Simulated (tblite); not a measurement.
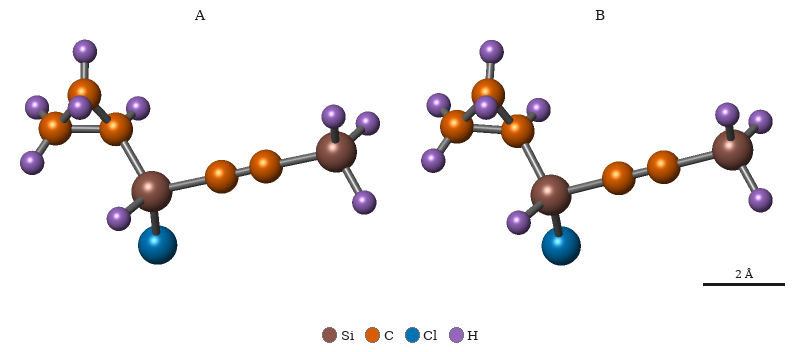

Two geometries of C$_{5}$H$_{9}$ClSi$_{2}$, drawn at one scale. One is the start of a relaxation, the other its converged end. The picture is a ball-and-stick view, seen at a tilt.

The calculation used GFN2-xTB geometry optimisation, gas phase in tblite 0.8.0. 

Q: Which one is relaxed?

A: Structure B is the relaxed one. The largest move after the best rigid fit is that of an H atom, 0.19 Å. By element the largest moves are H 0.19 Å, Si 0.10 Å, C 0.10 Å, Cl 0.10 Å. Some distances before and after: H–Si 1.501 → 1.464 Å, C–Si 1.878 → 1.851 Å, C–C 1.513 → 1.491 Å, C–C 1.191 → 1.211 Å. Among the angles between lasting bonds that change: C–Si–C 112.7° → 108.8°, C–C–H 121.0° → 118.3°, C–C–H 117.6° → 115.0°. After 80 geometry steps the energy has fallen by 0.111 eV. The run took 0.57 s on 1 thread of Arm Neoverse V2, with other jobs on the host.
